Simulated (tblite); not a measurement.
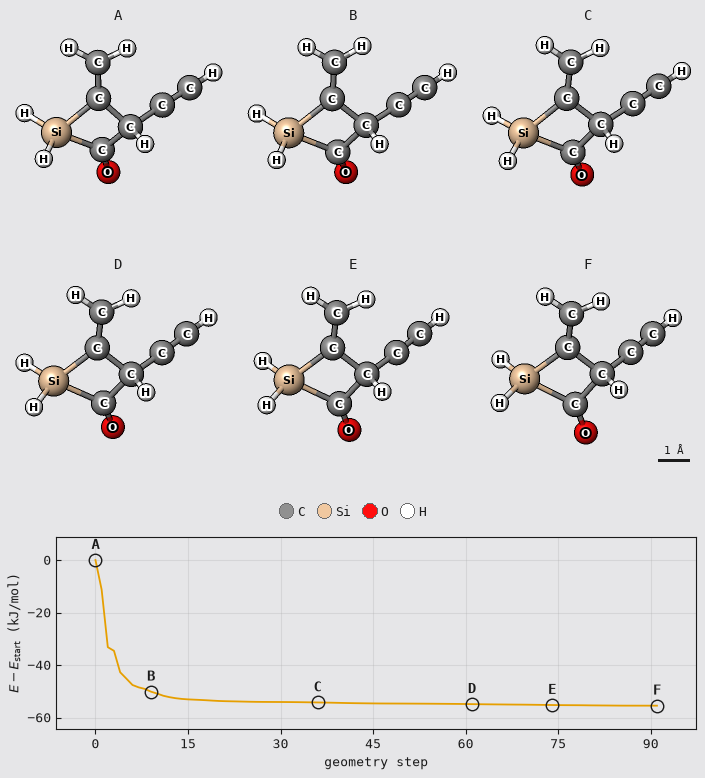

Frames of a relaxation of C6H6OSi, marked on the history of the run. A ball-and-stick model, seen at a tilt.

Level of theory: GFN2-xTB geometry optimisation, gas phase in tblite 0.8.0. 

Question: What happens along the run?

Answer: The O atom moves most after the best rigid fit: 0.62 Å. Largest moves by element: O 0.62 Å, H 0.59 Å, C 0.30 Å, Si 0.19 Å. Near-neighbour distances that change, for instance: C–Si 1.818 → 1.942 Å, C–C 1.476 → 1.545 Å, C–Si 1.845 → 1.898 Å, C–C 1.491 → 1.527 Å. Among the angles between lasting bonds that change: C–C–C 136.2° → 126.5°, C–C–H 117.3° → 110.0°, C–C–Si 130.9° → 137.6°. After 91 geometry steps the energy has fallen by 55.5 kJ/mol. From step 0 to 9: Si and H atoms move most (0.09 Å), energy −50.2 kJ/mol. From step 9 to 36: H atoms move most (0.15 Å), energy −4.11 kJ/mol. From step 36 to 61: an H atom moves most (0.16 Å), energy −0.64 kJ/mol. From step 61 to 74: an H atom moves most (0.17 Å), energy −0.34 kJ/mol. From step 74 to 91: O and H atoms move most (0.17 Å), energy −0.25 kJ/mol.

| step | E − E(0), kJ/mol |
| --- | --- |
| 0 | 0.00 |
| 1 | -11.28 |
| 2 | -33.20 |
| 3 | -34.59 |
| 4 | -42.75 |
| 5 | -45.16 |
| 6 | -47.61 |
| 7 | -48.51 |
| 8 | -49.11 |
| 9 | -50.16 |
| 10 | -50.88 |
| 14 | -52.92 |
| 19 | -53.57 |
| 23 | -53.88 |
| 27 | -54.05 |
| 31 | -54.11 |
| 36 | -54.26 |
| 40 | -54.45 |
| 44 | -54.60 |
| 48 | -54.67 |
| 53 | -54.73 |
| 57 | -54.79 |
| 61 | -54.90 |
| 65 | -55.01 |
| 70 | -55.12 |
| 74 | -55.24 |
| 78 | -55.32 |
| 82 | -55.41 |
| 87 | -55.48 |
| 91 | -55.49 |
